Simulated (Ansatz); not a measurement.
Consider BeP$_{3}$.

The calculation's input:

```
crystal:
  lattice:
    - [-1.6539284688, 1.6539284688, 5.0390213509]
    - [1.6539284688, -1.6539284688, 5.0390213509]
    - [1.6539284688, 1.6539284688, -5.0390213509]
  atoms:
    - { symbol: Be, position: [0.0, 0.0, 0.0] }
    - { symbol: P, position: [0.5, 0.5, 0.0] }
    - { symbol: P, position: [0.25, 0.75, 0.5] }
    - { symbol: P, position: [0.75, 0.25, 0.5] }
basis:
  ecutwfc: 420
kpoints:
  mp_grid: { grid: [20, 20, 20] }
hamiltonian:
  xc: pbe
scf:
  occupations: { method: gaussian, width: 0.1 }
output:
  forces: true
  stress: true
  eigenvalues: true
  write_density: true
  write_potential: true
  elf: true
  volumetric_format: npy
relax:
  adjacent_minimum: "off"
  f_tol: 0.01
  max_steps: 80
  cell: { stress_tol: 0.05 }
```

Run with:

```sh
ansatz run input.yaml --threads 1 --pin off --max-ram 2560MiB --backend cpu --events-out ev --progress --plain --runs-dir out
```

Below, planes, directions and counts refer to the conventional cell (a = 3.29 Å, b = 3.29 Å, c = 10.49 Å, α = 90.00°, β = 90.00°, γ = 90.00°).

The fields are those of the relaxed geometry.

Space group I4/mmm; started from the TiAl3 (D0_22)_139 prototype, which need not be the ambient phase; computed without spin polarisation.

Level of theory: DFT PBE, scalar-relativistic, plane waves, PAW (Ansatz 0.2.0).

Q: What can the converged valence pseudo-density and electron localisation function tell about the bonding?

A: Be–P (2.33 Å): the density is about 0.42 e/Å³ at the midpoint; the ELF peaks at about 0.90 in the valence shell of P, 0.9 Å from its nucleus, and is about 0.85 at the midpoint.

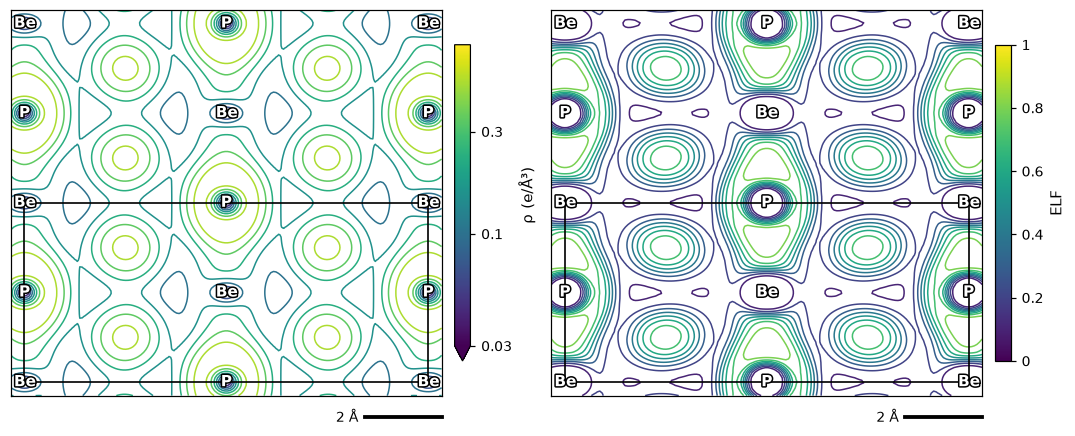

Computed valence pseudo-density and electron localisation function on the (110) plane of the conventional cell, in this order. 

In a PAW calculation such maps are meaningful between the atoms, not at the nuclei.
